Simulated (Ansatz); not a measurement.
# GaC2: the cost of one run

Method: DFT PBE, scalar-relativistic, plane waves, PAW, in Ansatz 0.2.0.

## 1. The structure to begin with

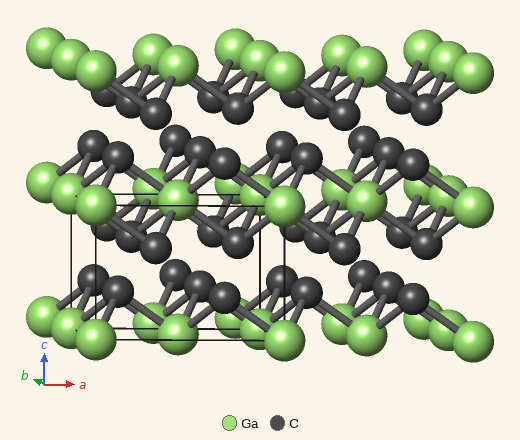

The starting structure, seen slightly off an axis (gallium green, carbon dark grey). 2×2×2 cells are drawn. Atoms on the faces are drawn again on the opposite ones. The cell drawn here is the conventional one.

Cell or atoms stand a little off a more symmetric structure (P-3m1 at a tolerance of 0.3 Å), so results at this geometry aren't those of that ideal crystal.

Coordinates:

```xyz
3
Lattice="2.4968 -1.4069 0.0000 2.4968 1.4069 0.0000 -0.1035 0.0000 3.4812" Properties=species:S:1:pos:R:3 pbc="T T T"
Ga    0.0000    0.0000    0.0000
C     1.5156    0.0000    2.3813
C     3.3746    0.0000    1.1000
```

A structure generator made this guess: 5-, 6-connected net, elements by coordination (C2/m, No. 12). The dimensions are guesses.

## 2. Probe: one point on a coarse mesh

Input file input.yaml:

```yaml
crystal:
  lattice:
    - [2.49684283, -1.40689491, 0.0]
    - [2.49684283, 1.40689491, 0.0]
    - [-0.1034987, 0.0, 3.48122057]
  atoms:
    - { symbol: Ga, position: [0.0, 0.0, 0.0] }
    - { symbol: C, position: [0.317687, 0.317687, 0.68403202] }
    - { symbol: C, position: [0.682313, 0.682313, 0.31596798] }
basis:
  ecutwfc: 420
kpoints:
  mp_grid: { grid: [8, 8, 6] }
hamiltonian:
  xc: pbe
scf:
  occupations: { method: gaussian, width: 0.1 }
  lower_state_search: "off"
output:
  forces: true
  stress: true
  eigenvalues: true
```

The run is started by

```console
> ansatz run input.yaml --threads 1 --pin off --max-ram 2560MiB --backend cpu --events-out ev --progress --plain --runs-dir out
```

Q: Estimate wall time and peak memory on 1 thread of Arm Neoverse V2, shared host.

About 2.3 s, with a peak of 0.31 GiB.
